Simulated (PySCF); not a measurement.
# CH$_{3}$Cl$_{2}$Ga, SMILES `C[Ga](Cl)Cl`: electronic structure

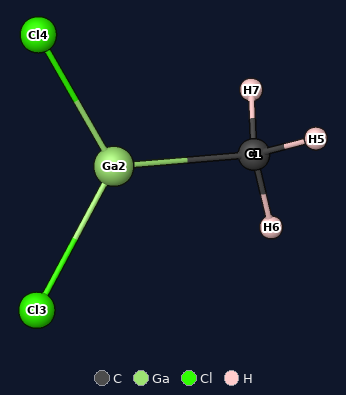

The molecule, with its atoms numbered as below. No frequency check shows the geometry to be a minimum.

Coordinates in Å:

```
C1      -0.0202    2.2866   -0.0002
Ga2     -0.0004    0.2467   -0.0012
Cl3      1.7882   -0.8513    0.0007
Cl4     -1.7751   -0.8741    0.0007
H5      -0.3425    2.6488    0.9785
H6       0.9787    2.6671   -0.2151
H7      -0.7267    2.6469   -0.7501
```

Part 1: Bonding charge

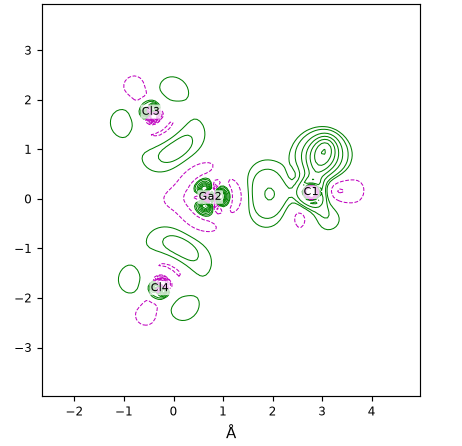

Deformation density (molecule less spherical, spin-averaged free atoms) in the plane of C1, Ga2, Cl3 and Cl4; contours at ±0.05 to ±0.8 e/Å³; solid green lines: gain, dashed magenta lines: loss.

Computed with PySCF, PBE/def2-TZVP, geometry: GFN2-xTB.

Q: How much density has each bond in this plane gained at its critical point, relative to the free atoms?

A: C1–Ga2: +0.16 e/Å³ at the bond critical point (bond length 2.04 Å, Mayer order 1.0). Ga2–Cl4: +0.07 e/Å³ at the bond critical point (bond length 2.10 Å, Mayer order 1.2). Ga2–Cl3: +0.07 e/Å³ at the bond critical point (bond length 2.10 Å, Mayer order 1.2). In all, 1.4 electrons gather in the regions of gain relative to the promolecule. A small or negative value marks a very polar bond, one between electron-rich atoms, whose free-atom densities already overlap strongly, a long bond to a heavier atom, or a closed-shell contact such as a hydrogen bond.

Q: Where do the Hirshfeld charges lie?

A: The highest Hirshfeld charge is on Ga2 (+0.44 e), the lowest on C1 (−0.20 e).

Part 2: Bond critical points

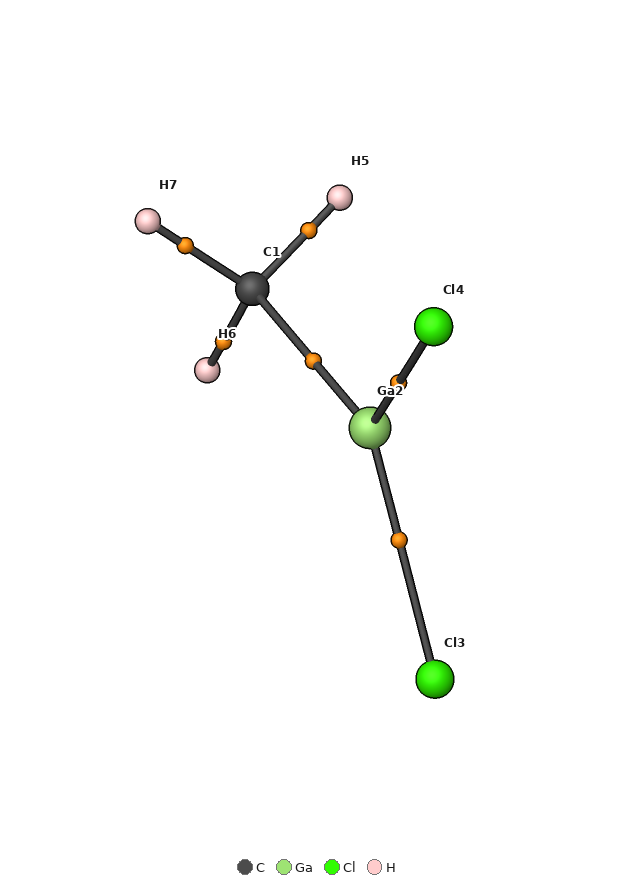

Molecular graph of the electron density (QTAIM): bond paths, bond critical points (orange), ring points (yellow, if any); weak paths are dashed.

Q: How many critical points of each kind are there, and does the count close?

A: 7 nuclei, 6 bond, 0 ring and 0 cage critical points: 7 − 6 + 0 − 0 = 1, as the Poincaré–Hopf relation requires.

Q: What does the calculation give at each kind of bond critical point?

A:
| bond | length (Å) | ρ (a.u.) | ∇²ρ (a.u.) | ε | H (a.u.) |
| --- | --- | --- | --- | --- | --- |
| C1–H6 | 1.090 | 0.273 | −0.90 | 0.01 | −0.270 |
| C1–H7 | 1.091 | 0.272 | −0.89 | 0.01 | −0.268 |
| C1–H5 | 1.092 | 0.271 | −0.89 | 0.01 | −0.267 |
| Ga2–Cl3 | 2.099 | 0.106 | +0.30 | 0.01 | −0.036 |
| Ga2–Cl4 | 2.099 | 0.106 | +0.30 | 0.01 | −0.036 |
| C1–Ga2 | 2.040 | 0.101 | +0.12 | 0.01 | −0.036 |

Q: What kind of interaction is C1–H7?

A: Shared-shell (covalent): ρ = 0.272, ∇²ρ = −0.89, H = −0.268 a.u.

Part 3: Electrostatic potential

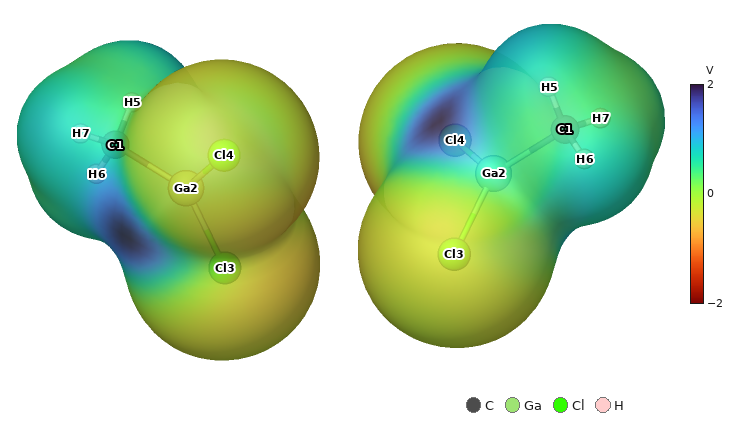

Electrostatic potential on the surface of electron density 0.001 a.u. (back view left, front view right).

Q: Where are the extremes of the potential on the surface?

A: Highest: 1.94 V, over Ga2, off the plane of its three bonds (2.0 Å). Further maxima include 0.83 V, 1.4 Å from H7; 0.78 V, 1.3 Å from H6. Lowest: −0.57 V, 2.1 Å from Cl4, and at like points elsewhere. Further minima include −0.38 V, 2.1 Å from Cl4; −0.36 V, 2.1 Å from Cl3. The surface is sampled at points, so like sites can differ by a few per cent and only the strongest of them is named.

Q: What volume does the surface enclose, and what is the dipole moment?

A: About 124 Å³; the dipole moment is 2.2 D.

Part 4: In an electric field

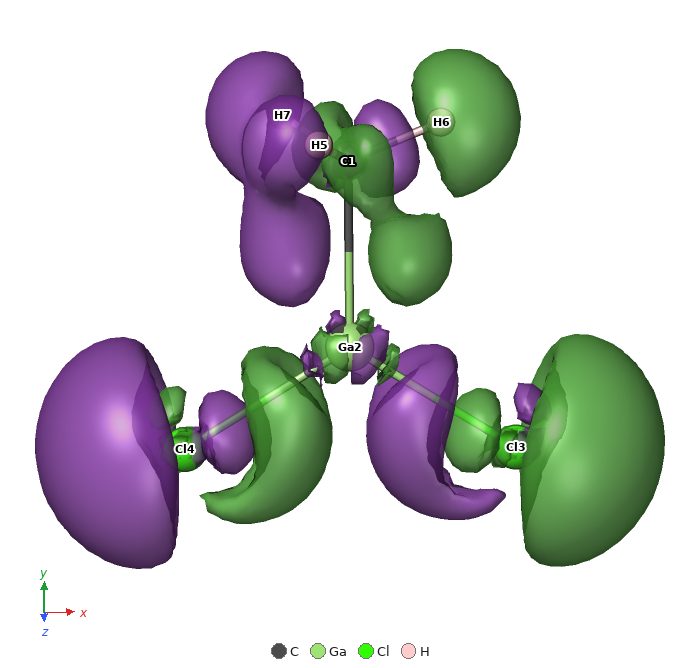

Change of the electron density in a uniform field of 0.21 V/Å, surfaces at ±0.0015 e/Å³ (purple: gain, green: loss).

Level of theory: PBE/def2-TZVP (PySCF), at a geometry from GFN2-xTB. A basis without diffuse functions makes polarisabilities too small.

Q: Along which Cartesian direction does the field point?

A: Along +x: electrons gather on the −x side, against the field.

Q: How large is the response?

A: The induced dipole is 0.75 D (along the field); α along this axis, from the fields in both directions, is 74 bohr³ (10.9 Å³).

Q: Which atoms gain and lose the most charge?

A: Electrons gather most on Cl4 (Hirshfeld charge changes by −0.021 e) and leave Cl3 most (+0.022 e); 0.057 electrons are displaced in all.

Part 5: Removing or adding an electron

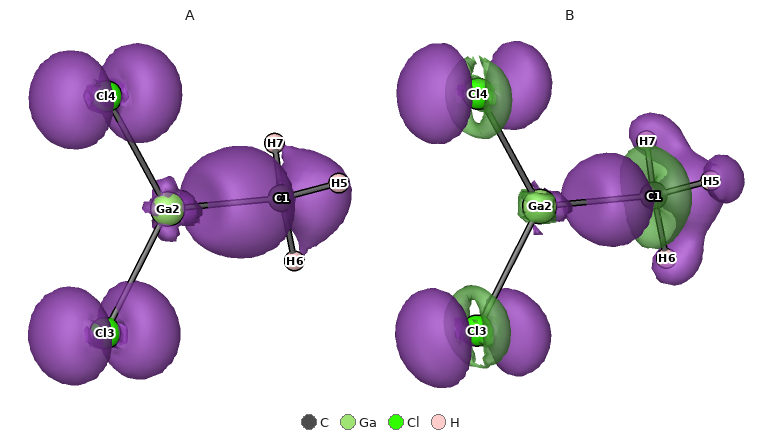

The Fukui function f⁻ from two separate SCF calculations and the density of the HOMO, at ±0.03 e/Å³ (purple positive, green negative).

Method: PBE/def2-TZVP; geometry: GFN2-xTB; program: PySCF.

Q: Which panel is which, and how good is the frozen-orbital picture?

A: B is f⁻ (it has negative regions), A the HOMO density. The HOMO lies on Cl4 (27 %), Cl3 (26 %) and C1 (24 %); f⁻ (Hirshfeld-condensed) is largest on Cl4 (0.28) and Cl3 (0.28); the vertical ionisation energy is 10.21 eV (the stability of the cation's solution wasn't checked). Relaxation shifts 12 % of the electron between atoms. The orbital energy is −7.36 eV.

The PySCF runs shown took 24 s, 60 s and 66 s on 1 thread of Intel(R) Xeon(R) Platinum 8259CL CPU @ 2.50GHz (Skylake/Cascade Lake) (shared host).
